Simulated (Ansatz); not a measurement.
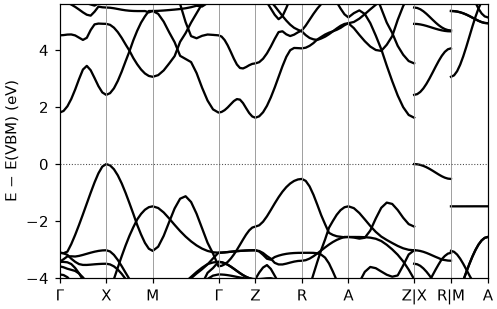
Figure: Band structure from LDA in the plane-wave PAW code Ansatz

**Question.** Read off the gap and where the band edges lie.

**Answer.** About 1.6 eV (1.63 eV by a search for the band edges); maximum at X, minimum at Z.

**Question.** Pick the material that matches.
(A) BiClO, P4/nmm (Bi on 2c, Cl on 2c, O on 2a)
(B) SiGeO3, P4mm (Si on 1b, Ge on 1a, O on 2c, O on 1b)
(C) SrZrO3, P4mm (Sr on 1b, Zr on 1a, O on 1a, O on 2c)
(D) PbO, P4/nmm (Pb on 2c, O on 2a)

**Answer.** B, SiGeO3, P4mm (Si on 1b, Ge on 1a, O on 2c, O on 1b)

The start of the workflow was typed in or built on a structure type; neither database checked (COD, Materials Project) lists it. Whether it is the stable phase at ambient conditions was not checked. The cell was relaxed with LDA under the symmetry of its start. At this level the phase is dynamically unstable (imaginary phonons). A crystal of weakly bound units computed without a dispersion correction: the cell and the soft elastic constants depend strongly on that. Spin–orbit coupling is left out wherever it is not named.

Potentials: the later of the program's two PAW sets.
